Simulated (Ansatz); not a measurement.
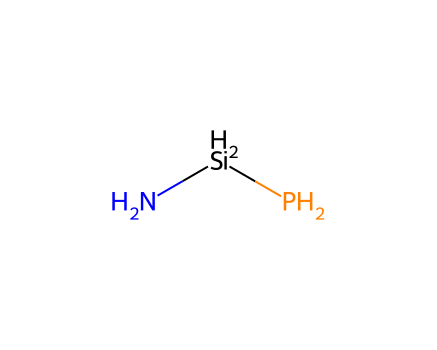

The drawing above gives the connectivity. The geometry was computed by an optimisation with PBE-D4/def2-SVP. No frequency run is at hand to confirm it as a minimum.

What does the molecule look like in three dimensions?

It has 9 atoms: 6 hydrogen, 1 nitrogen, 1 phosphorus and 1 silicon (H6NPSi). SMILES: `N[SiH2]P`. It has no ring. Among its groups: Si–H bond, Si–N bond. The point group is C1. Coordination, clear cases only: 1 Si tetrahedral; 1 P trigonal pyramidal.

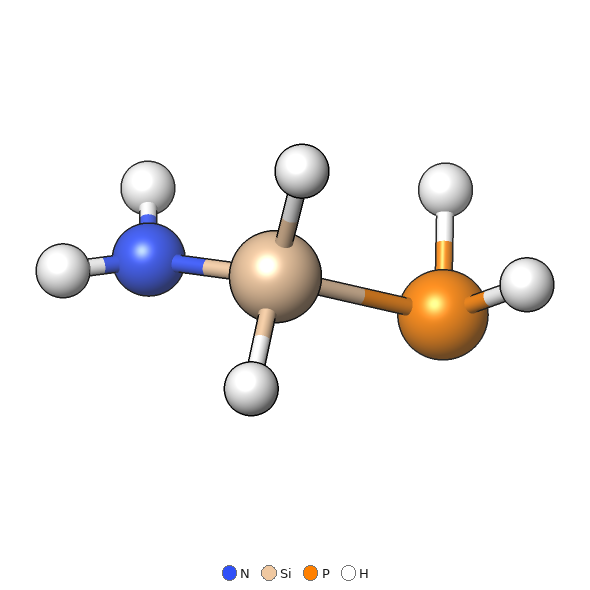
